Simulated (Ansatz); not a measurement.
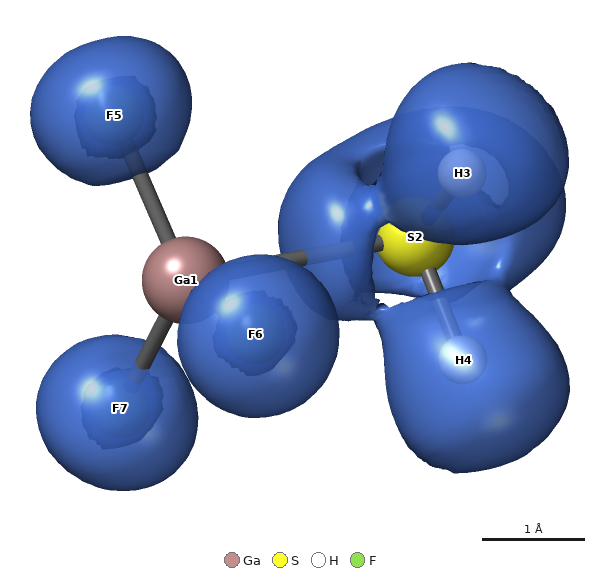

*F3GaH2S (Ga(H2S)F3). Isosurface of the ELF at 0.75 (blue), seen at a tilt. Only the valence region is drawn (cores and ρ < 0.01 e/Å³ removed).*

Geometry: PBE-D4/def2-SVP.

Computed with RKS PBE0-D4/def2-TZVP (Ansatz 0.2.0).

Input

```
crystal:
  periodic: [false, false, false]
  atoms:
    - {symbol: Ga, position_ang: [0.142338, -0.238161, -0.987198]}
    - {symbol: S, position_ang: [0.161545, -0.251091, 1.558578]}
    - {symbol: H, position_ang: [0.496090, 1.072674, 1.585713]}
    - {symbol: H, position_ang: [-1.171595, 0.041909, 1.598559]}
    - {symbol: F, position_ang: [1.874187, -0.205214, -1.320964]}
    - {symbol: F, position_ang: [-0.732091, 1.294234, -1.131415]}
    - {symbol: F, position_ang: [-0.770464, -1.714361, -1.303274]}
basis:
  gaussian: {orbitals: def2-TZVP, initial_orbitals: start.molden}
hamiltonian: {xc: pbe0, dispersion: d4}
scf: {omitted_lower_state_checks: [starts]}
output: {orbitals: {seedname: orbitals}}
```

Launched as:

```sh
ansatz run in.yaml --threads 4 --pin off --events-out ev --progress --plain --max-ram 3916MiB
```

**What do the ELF domains correspond to?**

The ELF exceeds this value in three regions wrapped around F (the valence shell of each) and one joined region spread over several atoms (H, S), in which their bonds and any lone pairs are merged. Along the contacts the grid gives the following. Ga–F (1.76 Å): the ELF peaks at about 0.80 in the valence shell of F, 0.6 Å from its nucleus, and is about 0.15 at the midpoint. Ga–S (2.55 Å): the ELF peaks at about 0.95 in the valence shell of S, 0.9 Å from its nucleus, and is about 0.70 at the midpoint.
